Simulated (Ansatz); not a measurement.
Run report: SiH$_{2}$O$_{2}$F$_{2}$, single-point calculation

- system: SiH$_{2}$O$_{2}$F$_{2}$
- method: RKS PBE0-D4/def2-TZVPP (Ansatz 0.2.0)

The geometry is the reactant side of a reaction. The reaction was set up to form O2–H4 and to break Si1–O2 and O3–H4 (atoms counted from 1 in the order of the input); sticks are drawn by distance alone. The geometry comes from this level: PBE0-D4/def2-TZVP.

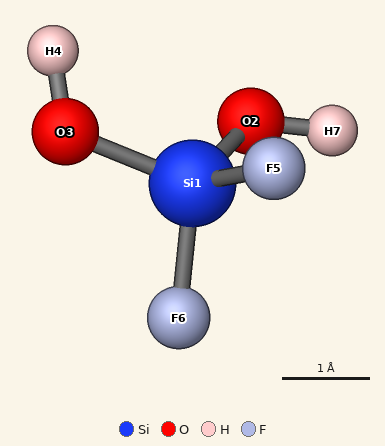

The structure (ball-and-stick view, seen at a tilt; atoms are numbered from 1 in the order of the input). Bond lengths as drawn: F–Si 1.57 to 1.58 Å, H–O 0.96 Å and O–Si 1.61 to 1.62 Å.

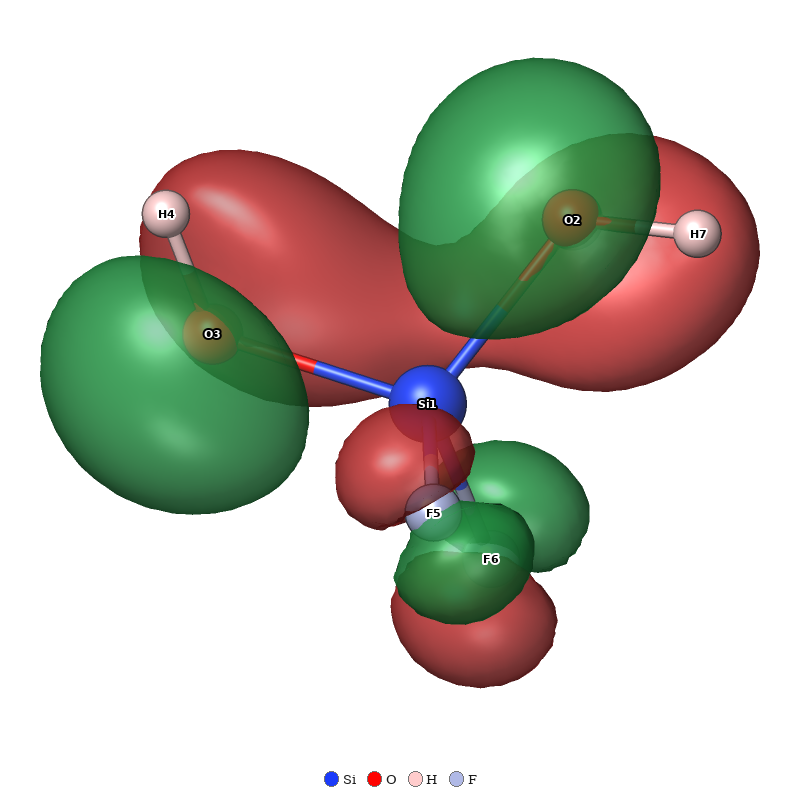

The HOMO−1 at ±0.1 Å⁻³ᐟ² (green and red are the two phases), seen at a tilt. Its energy is −10.37 eV.

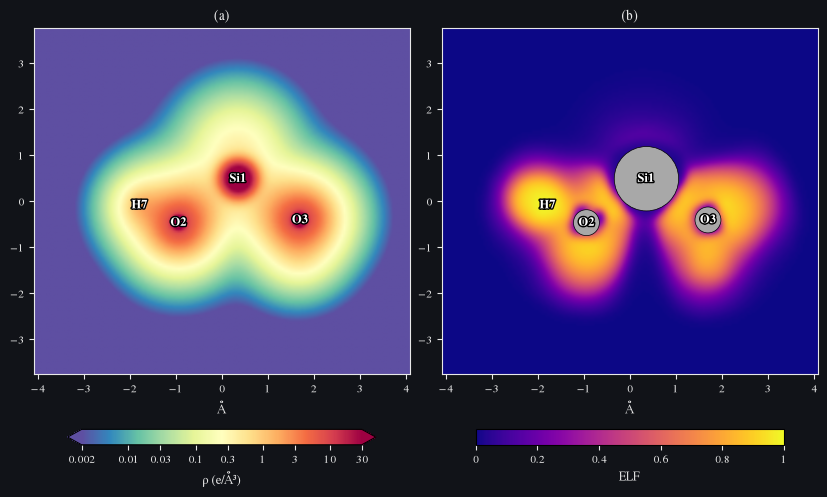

(a) total electron density; (b) electron localisation function on the plane of atoms O2, Si1 and O3. Grey discs, where drawn, cover atomic cores.

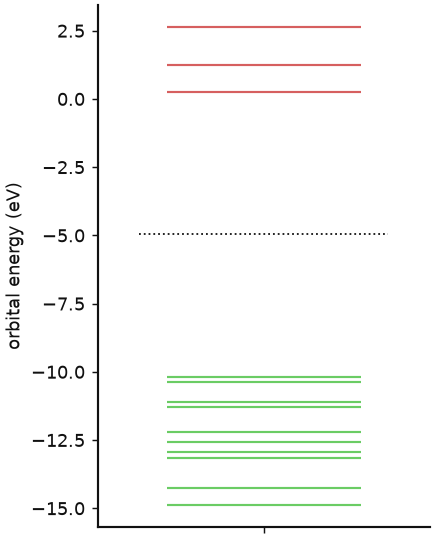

Orbital energies near the frontier; the dotted line parts filled from empty levels, and levels within 0.02 eV of each other stand side by side. Highest filled −10.18 eV, lowest empty 0.25 eV, 10.43 eV apart.

The input that produced these results follows, with the program's output.

The input
```yaml
crystal:
  periodic: [false, false, false]
  atoms:
    - {symbol: Si, position_ang: [-0.137495, 0.060463, 0.315783]}
    - {symbol: O, position_ang: [1.259923, 0.081237, -0.496147]}
    - {symbol: O, position_ang: [-1.139710, -1.012085, -0.342911]}
    - {symbol: H, position_ang: [-1.156606, -1.099763, -1.296237]}
    - {symbol: F, position_ang: [-0.752822, 1.518016, 0.342566]}
    - {symbol: F, position_ang: [0.050557, -0.347429, 1.824832]}
    - {symbol: H, position_ang: [1.876155, 0.799560, -0.347787]}
basis:
  gaussian: {orbitals: def2-TZVPP}
hamiltonian: {xc: pbe0, dispersion: d4}
output: {orbitals: {seedname: orbitals}}
```

Run as:
```bash
ansatz run in.yaml --threads 4 --pin off --events-out ev --progress --plain --max-ram 9574MiB
```

Output
```
Functional definition: PBE0
  name "PBE0"
  cite "Adamo & Barone, J. Chem. Phys. 110, 6158 (1999) doi:10.1063/1.478522"
  cite "Perdew, Burke & Ernzerhof, Phys. Rev. Lett. 77, 3865 (1996) doi:10.1103/PhysRevLett.77.3865"
  parent pbe
  parameter a = 0.25
  parameter kappa = 0.804
  parameter beta = 0.06672455060314922
  exchange = (1 - a)*pbe_x(kappa = kappa, mu = beta*pi^2/3) + a*exact_x
  correlation = pbe_c(beta = beta)
1023 factors; their error is unknown
mean field evaluation 1: about -17427.7434 eV, gradient 7.9e1 eV
mean field evaluation 2: about -17418.3130 eV, gradient 1.1e2 eV
mean field evaluation 4: about -17436.6021 eV, gradient 4.1e0 eV
mean field evaluation 8: about -17436.6702 eV, gradient 2.8e-2 eV
mean field -17436.67023144 eV, -640.7858120060 hartree, gradient 6.0e-5 eV, S^2 0.000000; 0 other end points of the search recorded, 0 dependent functions left out
reference -17436.67025473 eV, -640.7858128616 hartree; 25, 25 occupied and 169, 169 virtual orbitals, 1023 factors
Total energy: -17436.77671260 eV, -640.7897251163 hartree
```

Summary

| quantity | value |
| --- | --- |
| outcome | converged |
| total energy | −17436.7767 eV |
| mean-field energy | −17436.6703 eV |
| dispersion energy | −0.1065 eV |
| SCF solution under orbital rotations | stable |
| HOMO | −10.18 eV |
| LUMO | 0.25 eV |
| hardware | 4 threads of Arm Neoverse V2, 23 GiB of memory available, shared host |
| wall time | 1.3 s (CPU time 4.5 s) |
| peak memory | 0.4 GiB |
